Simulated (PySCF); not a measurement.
Geometry relaxation, with input and output: CH7ClP2Si

The run: geometry relaxation of CH7ClP2Si. Method and program: PBE0-D3(BJ)/def2-SVP geometry optimisation, gas phase (PySCF 2.14.0).

It belongs to a series of runs on one base structure; here: H on Si replaced by CH2Cl.

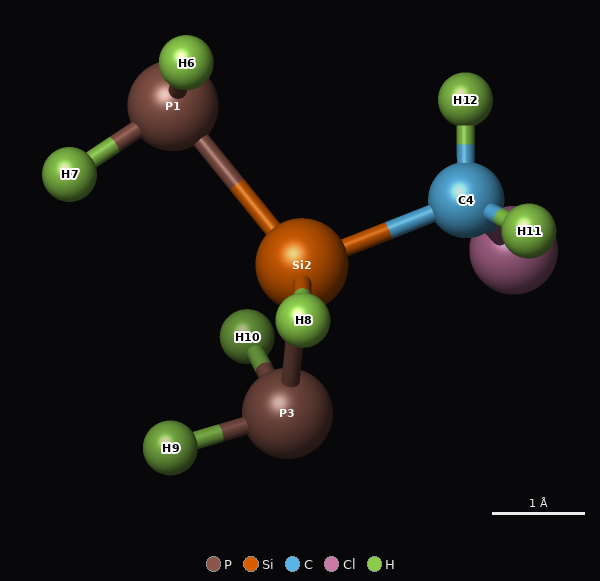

*The structure as given in the input (ball-and-stick view, seen at a tilt; atoms are numbered from 1 in the order of the input).*

Bond lengths as drawn: C–Cl 1.75 Å, C–H 1.06 to 1.10 Å, C–Si 1.96 Å, H–P 1.37 to 1.41 Å, H–Si 1.47 Å and P–Si 2.24 to 2.26 Å.

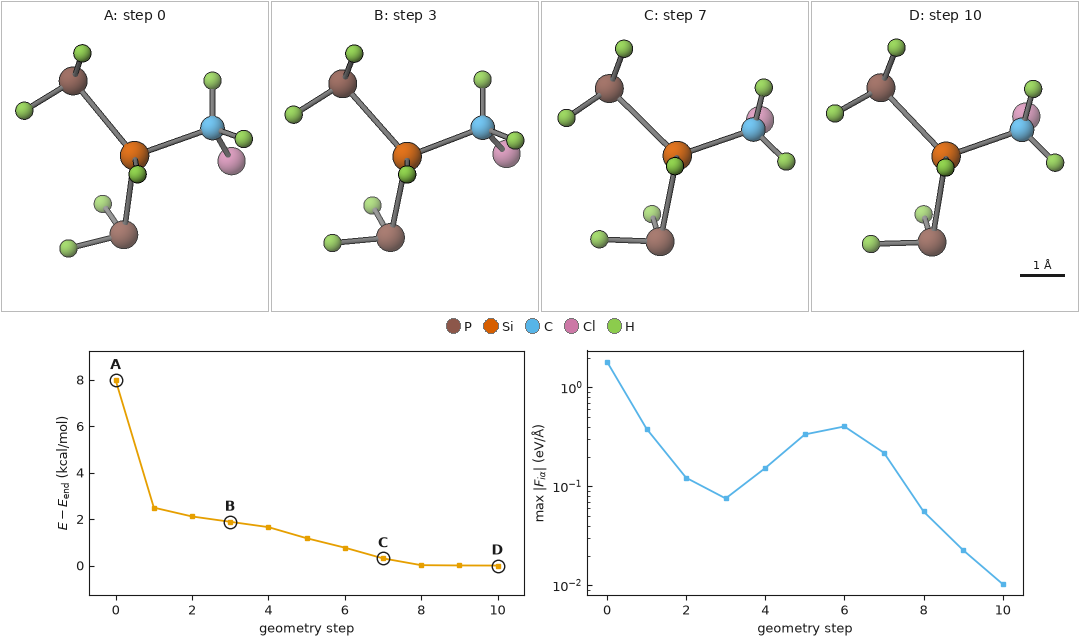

*Frames of the relaxation (ball-and-stick view, seen at a tilt) above the curves, on which the letters mark them (steps are counted from 0).*

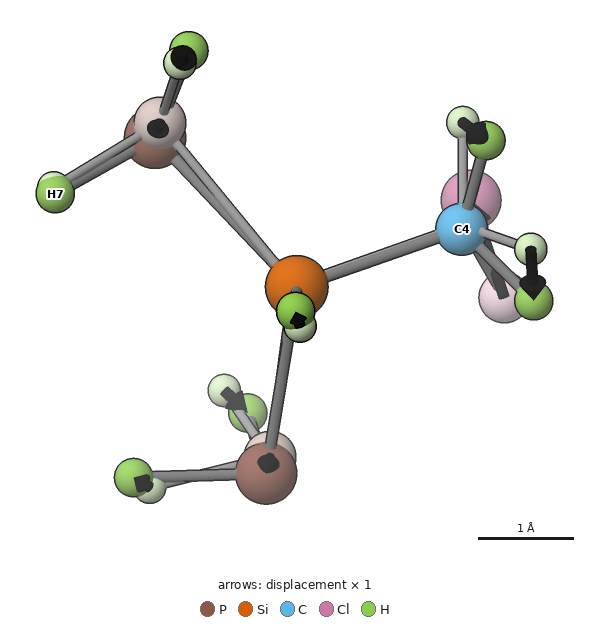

*Start (faint) and end (solid) with the displacements as black arrows, at true length (ball-and-stick view, seen at a tilt). The two geometries are laid on each other by the best rigid fit.*

Over 10 geometry steps the energy falls by 7.98 kcal/mol. The largest force component goes from 1.8 to 0.01 eV/Å. The atom that moves furthest after the best rigid fit is Cl5 (1.10 Å). By element the largest moves are Cl 1.10 Å, H 0.78 Å, P 0.29 Å, C 0.05 Å, Si 0.04 Å. Among the contacts that change: Si2–C4 1.958 → 1.898 Å, P1–H6 1.373 → 1.432 Å, C4–H11 1.056 → 1.100 Å, C4–Cl5 1.751 → 1.790 Å. Among the angles that change: P3–Si2–C4 102.4° → 107.1°, P1–Si2–P3 115.8° → 111.8°, Si2–P3–H9 96.6° → 93.8°. (Atoms are counted from 1 in the order of the input.)

These pictures come from the run below.

### Input
```
{"job": {"xc": "PBE0", "basis": "def2-SVP", "d3": "d3bj", "grid": 1, "shake": 0.01, "kind": "geom"}, "charge": 0, "multiplicity": 1}
P     -1.623620    -1.088690     0.812560
Si    -0.168900     0.051490    -0.479730
P      0.256400     2.158110     0.157290
C      1.567180    -0.819790    -0.235870
Cl     2.543960     0.208890     0.790560
H     -1.877040    -2.063080    -0.120490
H     -2.729190    -0.333310     0.380250
H     -0.457470     0.037390    -1.923510
H     -1.013840     2.636180    -0.024960
H      0.027860     1.929650     1.519970
H      2.061650    -0.961510    -1.158050
H      1.452690    -1.783610     0.272960
```

The first line tells a small driver script what to run in PySCF; the rest is the geometry in Å.

Command:
```bash
OMP_NUM_THREADS=1 python <driver script> task.json out
```

### Log
```
step   0  E = -1473.66461634  max force = 0.035511
step   1  E = -1473.67336104  max force = 0.007448
step   2  E = -1473.67396791  max force = 0.002381
step   3  E = -1473.67433412  max force = 0.001470
step   4  E = -1473.67469988  max force = 0.002983
step   5  E = -1473.67545973  max force = 0.006523
step   6  E = -1473.67610738  max force = 0.007853
step   7  E = -1473.67684291  max force = 0.004251
step   8  E = -1473.67730906  max force = 0.001086
step   9  E = -1473.67732944  max force = 0.000441
step  10  E = -1473.67733636  max force = 0.000201
optimisation converged
```

### Trajectory as extended XYZ (Å, eV, eV/Å), 11 frames, from step=0 to step=10
```
12
Properties=species:S:1:pos:R:3:forces:R:3 step=0 energy=-40100.45674
P    -1.6236   -1.0887    0.8126    0.3684   0.7608   0.9905
Si   -0.1689    0.0515   -0.4797    0.8429  -0.4387   0.2977
P     0.2564    2.1581    0.1573    1.1790   0.0213  -0.2784
C     1.5672   -0.8198   -0.2359   -1.8260   0.2633   1.0026
Cl    2.5440    0.2089    0.7906    0.8541   0.2195   0.6032
H    -1.8770   -2.0631   -0.1205   -0.1234  -1.0491  -0.9216
H    -2.7292   -0.3333    0.3802   -0.4029   0.3283  -0.0283
H    -0.4575    0.0374   -1.9235   -0.2683  -0.0080  -0.4277
H    -1.0138    2.6362   -0.0250   -1.4590   0.4530  -0.3528
H     0.0279    1.9297    1.5200    0.0452  -0.1568   0.5893
H     2.0617   -0.9615   -1.1581    0.7945  -0.2314  -1.4289
H     1.4527   -1.7836    0.2730   -0.0045  -0.1622  -0.0454
12
Properties=species:S:1:pos:R:3:forces:R:3 step=1 energy=-40100.69469
P    -1.5949   -1.0464    0.8346   -0.1326   0.0446  -0.0744
Si   -0.1199    0.0765   -0.4661    0.3830  -0.1423   0.0937
P     0.2016    2.2254    0.1523    0.0039   0.0992   0.0294
C     1.5631   -0.8461   -0.2296   -0.1269   0.2297  -0.0572
Cl    2.6900    0.0621    0.8301   -0.0809  -0.0118  -0.0318
H    -1.8452   -2.0668   -0.1379    0.0572  -0.0223   0.0224
H    -2.7206   -0.2749    0.4098    0.0021   0.0242   0.0390
H    -0.4390    0.0651   -1.9269   -0.0926  -0.0328  -0.0139
H    -1.1539    2.6337   -0.0671   -0.0034  -0.1133  -0.0510
H    -0.0135    1.9716    1.5402    0.0531  -0.0217   0.0169
H     2.0661   -1.0045   -1.1979   -0.0399   0.0127   0.1113
H     1.4080   -1.8216    0.2518   -0.0229  -0.0660  -0.0843
12
Properties=species:S:1:pos:R:3:forces:R:3 step=2 energy=-40100.71121
P    -1.6016   -1.0324    0.8339   -0.0670   0.0374  -0.0117
Si   -0.1089    0.0729   -0.4633    0.1224  -0.0093   0.0329
P     0.2065    2.2230    0.1484   -0.0172   0.0531  -0.0227
C     1.5598   -0.8355   -0.2307   -0.0124   0.0383   0.0211
Cl    2.6645    0.0703    0.8499   -0.0278  -0.0315   0.0011
H    -1.8380   -2.0627   -0.1309    0.0159  -0.0050   0.0098
H    -2.7214   -0.2548    0.4047    0.0124  -0.0012   0.0014
H    -0.4476    0.0580   -1.9216   -0.0586  -0.0261   0.0083
H    -1.1647    2.5709   -0.0723   -0.0173  -0.0207   0.0032
H     0.0184    1.9651    1.5400    0.0122  -0.0114  -0.0032
H     2.0704   -0.9789   -1.1939    0.0228   0.0154   0.0176
H     1.4043   -1.8220    0.2292    0.0146  -0.0389  -0.0578
12
Properties=species:S:1:pos:R:3:forces:R:3 step=3 energy=-40100.72117
P    -1.6093   -1.0092    0.8401    0.0076   0.0147   0.0577
Si   -0.0965    0.0708   -0.4576   -0.0314   0.0413  -0.0114
P     0.1922    2.2304    0.1346   -0.0094  -0.0024  -0.0413
C     1.5681   -0.8321   -0.2346    0.0143  -0.0756   0.0413
Cl    2.6500    0.0442    0.8883   -0.0044  -0.0029   0.0318
H    -1.8321   -2.0554   -0.1100   -0.0113   0.0041  -0.0041
H    -2.7182   -0.2288    0.3904    0.0105  -0.0076  -0.0305
H    -0.4646    0.0481   -1.9099   -0.0048  -0.0297   0.0125
H    -1.1956    2.5180   -0.0706   -0.0046   0.0246   0.0273
H     0.0388    1.9701    1.5300   -0.0094   0.0000  -0.0032
H     2.0928   -0.9445   -1.1926    0.0409   0.0434  -0.0417
H     1.4161   -1.8378    0.1850    0.0019  -0.0100  -0.0384
12
Properties=species:S:1:pos:R:3:forces:R:3 step=4 energy=-40100.73113
P    -1.6151   -0.9816    0.8568    0.0628   0.0049   0.0961
Si   -0.0873    0.0655   -0.4527   -0.1534   0.0610  -0.0382
P     0.1737    2.2375    0.1101    0.0063  -0.0433  -0.0360
C     1.5778   -0.8288   -0.2420    0.0321  -0.1246   0.0108
Cl    2.6149    0.0005    0.9538    0.0146   0.0018   0.0542
H    -1.8248   -2.0522   -0.0682   -0.0223   0.0043  -0.0149
H    -2.7080   -0.2051    0.3654   -0.0018  -0.0099  -0.0391
H    -0.4840    0.0247   -1.8975    0.0362  -0.0321   0.0041
H    -1.2280    2.4753   -0.0620    0.0067   0.0478   0.0264
H     0.0639    1.9808    1.5104   -0.0168   0.0080  -0.0039
H     2.1264   -0.8815   -1.1919    0.0406   0.0718  -0.0403
H     1.4323   -1.8611    0.1112   -0.0050   0.0104  -0.0191
12
Properties=species:S:1:pos:R:3:forces:R:3 step=5 energy=-40100.75180
P    -1.6232   -0.9153    0.9090    0.1597  -0.0015   0.1199
Si   -0.0765    0.0512   -0.4457   -0.3354   0.0652  -0.0801
P     0.1317    2.2504    0.0376    0.0443  -0.0943  -0.0252
C     1.5965   -0.8155   -0.2632    0.0550  -0.1572  -0.0501
Cl    2.4910   -0.1623    1.1363    0.0353   0.0002   0.0791
H    -1.7995   -2.0520    0.0591   -0.0332  -0.0026  -0.0229
H    -2.6828   -0.1729    0.3054   -0.0255  -0.0179  -0.0345
H    -0.5272   -0.0470   -1.8726    0.1014  -0.0258  -0.0143
H    -1.2899    2.4024   -0.0424    0.0217   0.0780   0.0147
H     0.1284    2.0174    1.4463   -0.0241   0.0189   0.0017
H     2.2138   -0.6823   -1.1631    0.0269   0.1074  -0.0035
H     1.4794   -1.9002   -0.1132   -0.0261   0.0296   0.0152
12
Properties=species:S:1:pos:R:3:forces:R:3 step=6 energy=-40100.76943
P    -1.6197   -0.8558    0.9666    0.2125   0.0019   0.0659
Si   -0.0801    0.0408   -0.4465   -0.4038   0.0490  -0.1077
P     0.0999    2.2623   -0.0471    0.0544  -0.1108  -0.0200
C     1.6036   -0.7954   -0.2828    0.0770  -0.1062  -0.0801
Cl    2.3166   -0.4109    1.3074    0.0588  -0.0080   0.0862
H    -1.7552   -2.0611    0.2078   -0.0284  -0.0104  -0.0142
H    -2.6618   -0.1858    0.2559   -0.0513  -0.0211  -0.0084
H    -0.5591   -0.1250   -1.8580    0.1158   0.0066  -0.0270
H    -1.3266    2.3778   -0.0282    0.0212   0.0780   0.0057
H     0.1977    2.0662    1.3639   -0.0136   0.0184   0.0122
H     2.2913   -0.4488   -1.0692    0.0042   0.0776   0.0416
H     1.5352   -1.8905   -0.3765   -0.0467   0.0249   0.0458
12
Properties=species:S:1:pos:R:3:forces:R:3 step=7 energy=-40100.78944
P    -1.6011   -0.8562    0.9869    0.1240   0.0167  -0.0070
Si   -0.1013    0.0444   -0.4613   -0.2186  -0.0047  -0.0559
P     0.1119    2.2671   -0.0818    0.0272  -0.0839   0.0033
C     1.5897   -0.7866   -0.2859    0.0362  -0.0002  -0.0363
Cl    2.2321   -0.5166    1.3604    0.0260  -0.0066   0.0343
H    -1.7223   -2.0823    0.2578    0.0014  -0.0040  -0.0027
H    -2.6708   -0.2355    0.2698   -0.0429  -0.0105   0.0235
H    -0.5587   -0.1419   -1.8767    0.0639   0.0208  -0.0176
H    -1.3079    2.4373   -0.0338    0.0153   0.0383  -0.0109
H     0.2289    2.0842    1.3301    0.0036   0.0059  -0.0009
H     2.3050   -0.3680   -1.0112   -0.0072   0.0197   0.0457
H     1.5362   -1.8718   -0.4610   -0.0290   0.0085   0.0244
12
Properties=species:S:1:pos:R:3:forces:R:3 step=8 energy=-40100.80213
P    -1.5742   -0.8741    0.9928   -0.0138   0.0020  -0.0326
Si   -0.1307    0.0508   -0.4869    0.0184  -0.0217   0.0083
P     0.1454    2.2623   -0.1046    0.0043   0.0012   0.0182
C     1.5645   -0.7802   -0.2812   -0.0188   0.0558   0.0237
Cl    2.1647   -0.5563    1.3912   -0.0170  -0.0025  -0.0199
H    -1.6864   -2.1045    0.2685    0.0141  -0.0002   0.0090
H    -2.6999   -0.2956    0.3250   -0.0001   0.0009   0.0261
H    -0.5494   -0.1333   -1.9132   -0.0023   0.0046  -0.0041
H    -1.2599    2.5236   -0.0572    0.0062  -0.0062  -0.0189
H     0.2542    2.0790    1.3078    0.0086  -0.0014  -0.0081
H     2.3013   -0.3372   -0.9689   -0.0094  -0.0226   0.0117
H     1.5122   -1.8605   -0.4799    0.0100  -0.0099  -0.0134
12
Properties=species:S:1:pos:R:3:forces:R:3 step=9 energy=-40100.80268
P    -1.5703   -0.8717    0.9958   -0.0074  -0.0022  -0.0161
Si   -0.1346    0.0518   -0.4915    0.0086  -0.0020  -0.0002
P     0.1525    2.2623   -0.1144    0.0040   0.0057   0.0042
C     1.5590   -0.7773   -0.2801   -0.0064   0.0119   0.0227
Cl    2.1324   -0.5850    1.4051   -0.0034  -0.0006  -0.0095
H    -1.6749   -2.1073    0.2794    0.0057   0.0007   0.0057
H    -2.7060   -0.3052    0.3359   -0.0011   0.0014   0.0085
H    -0.5500   -0.1345   -1.9186   -0.0085   0.0044   0.0001
H    -1.2504    2.5337   -0.0668    0.0012  -0.0039  -0.0084
H     0.2654    2.0802    1.2975    0.0010   0.0004  -0.0007
H     2.3045   -0.3192   -0.9474   -0.0013  -0.0129   0.0007
H     1.5142   -1.8538   -0.5016    0.0074  -0.0028  -0.0068
12
Properties=species:S:1:pos:R:3:forces:R:3 step=10 energy=-40100.80287
P    -1.5703   -0.8727    0.9936   -0.0011   0.0005   0.0001
Si   -0.1349    0.0530   -0.4924    0.0103   0.0017   0.0001
P     0.1587    2.2624   -0.1136    0.0049   0.0007   0.0003
C     1.5566   -0.7796   -0.2779   -0.0057  -0.0064   0.0083
Cl    2.1325   -0.5789    1.4049   -0.0020   0.0005  -0.0017
H    -1.6749   -2.1071    0.2755    0.0004   0.0010   0.0010
H    -2.7096   -0.3048    0.3417   -0.0003   0.0002  -0.0016
H    -0.5499   -0.1295   -1.9203   -0.0058   0.0008   0.0018
H    -1.2437    2.5378   -0.0749   -0.0006  -0.0008  -0.0033
H     0.2643    2.0800    1.2988   -0.0036   0.0023   0.0000
H     2.3032   -0.3292   -0.9489    0.0019  -0.0007  -0.0026
H     1.5097   -1.8575   -0.4933    0.0015   0.0002  -0.0024
```

### Key numbers

| quantity | value |
| --- | --- |
| outcome | converged |
| total energy | −1473.677336 hartree |
| dipole moment | 2.04 D |
| point group | C1 |
| hardware | 1 CPU thread, shared host |
| wall time | 1.9 min |
| peak memory | 0.51 GiB |
